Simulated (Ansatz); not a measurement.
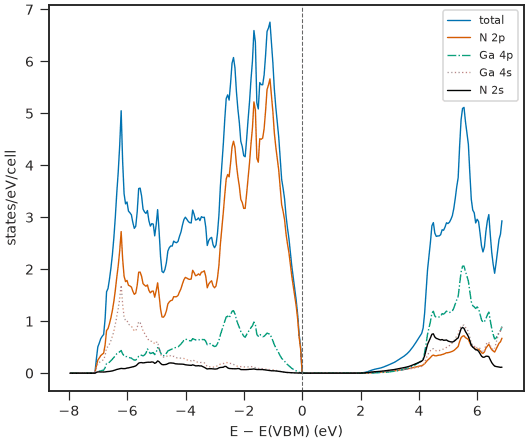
Fig. 1. Total and projected density of states of GaN in space group P4_2/mnm (No. 136; Ga on 4g, N on 4f), the program Ansatz at the PBEsol level (PAW)

### Question
Which orbitals carry the states next to the gap?

### Answer
Top 1 eV of the valence band: N 2p 88 %, Ga 4p 7 %. Bottom 1 eV of the conduction band: N 2s 37 %, Ga 4s 34 %, N 2p 16 %, Ga 4p 10 %. Projections are on Löwdin-orthogonalised atomic valence shells; empty p or d shells of many metals are not among them.

### Question
Where is the tallest occupied peak in this window, and what makes it?

### Answer
Near -1.1 eV, about 6.8 states/eV per cell; the largest projected share is N 2p.

The start of the workflow was typed in or built on a structure type; neither database checked (COD, Materials Project) lists it. It is not the phase usual at ambient conditions (space group No. 186, 216). The cell was relaxed with PBEsol under the symmetry of its start; phonons on a q-mesh show no instability. Spin–orbit coupling is left out wherever it is not named.

Potentials: the later of the program's two PAW sets.
